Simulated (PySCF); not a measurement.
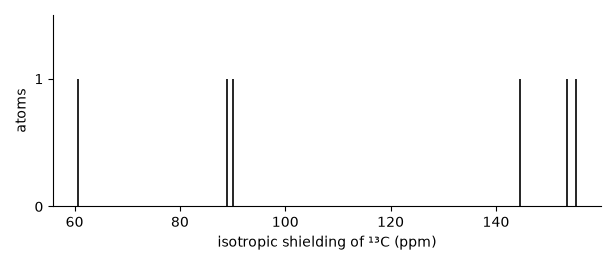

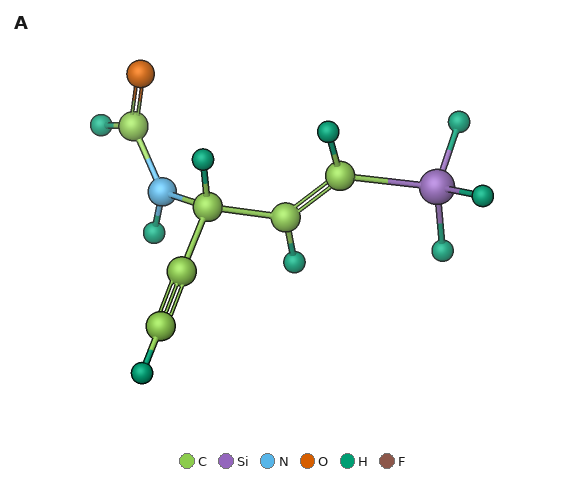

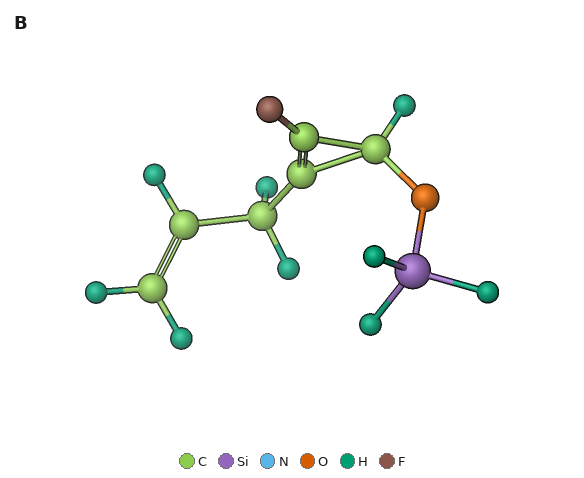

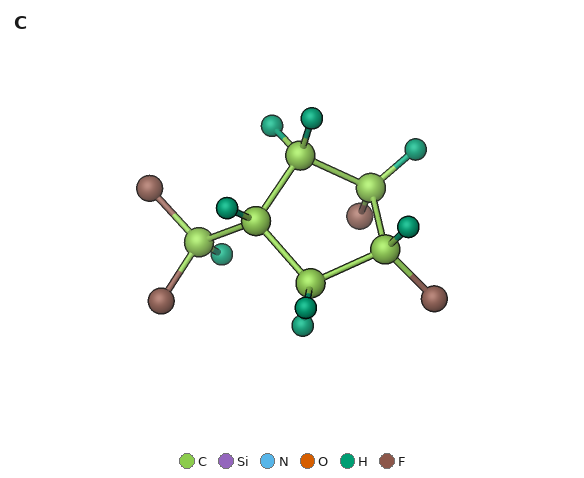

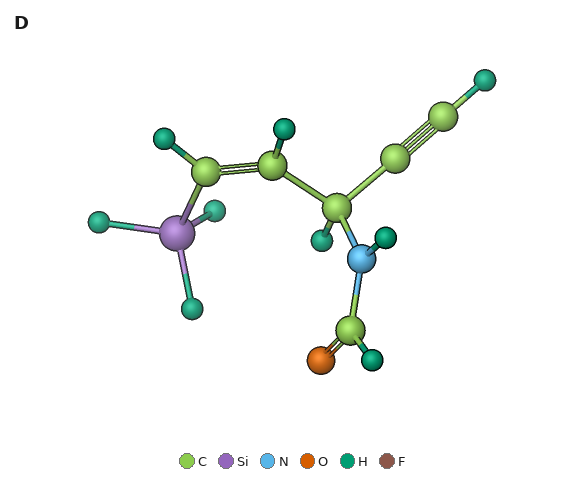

The sticks are computed shieldings of one of the molecules, for one fixed geometry (GFN2-xTB) without averaging over rotations. Low shielding means a high chemical shift. Method: GIAO PBE0/pcSseg-1 NMR shielding, non-relativistic, gas phase (PySCF 2.14.0).

> Match the spectrum to a structure.

C, `FC(F)[C@H]1C[C@@H](F)[C@@H](F)C1`. Its 6 C atoms give lines at 60.7, 88.9, 90.2, 144.5, 153.6, 155.1 ppm.

The geometry is semi-empirical. Around Si such bond lengths and angles can be off by a tenth of an ångström or more and by several degrees, and values that hang on the shape move with them.
